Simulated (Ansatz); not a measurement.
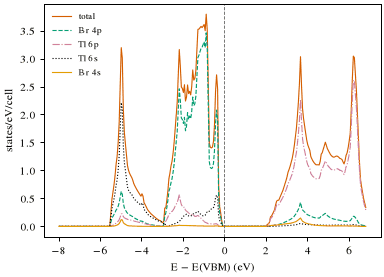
Figure: Total and projected density of states of TlBr (CsCl type, Pm-3m), the program Ansatz at the PBE+D3(BJ) level (PAW)

Problem. Which orbitals carry the states next to the gap?

Solution. Top 1 eV of the valence band: Br 4p 83 %, Tl 6s 14 %. Bottom 1 eV of the conduction band: Tl 6p 82 %, Br 4p 7 %, Br 4s 7 %. Projections are on Löwdin-orthogonalised atomic valence shells; empty p or d shells of many metals are not among them.

Problem. Where is the tallest occupied peak in this window, and what makes it?

Solution. Near -0.9 eV, about 3.8 states/eV per cell; the largest projected share is Br 4p.

The PBE+D3(BJ) relaxation kept the symmetry of its start; phonons on a q-mesh show no instability. Scalar-relativistic: spin–orbit coupling is off unless named, which matters more the heavier the elements.

Potentials: the later of the program's two PAW sets.
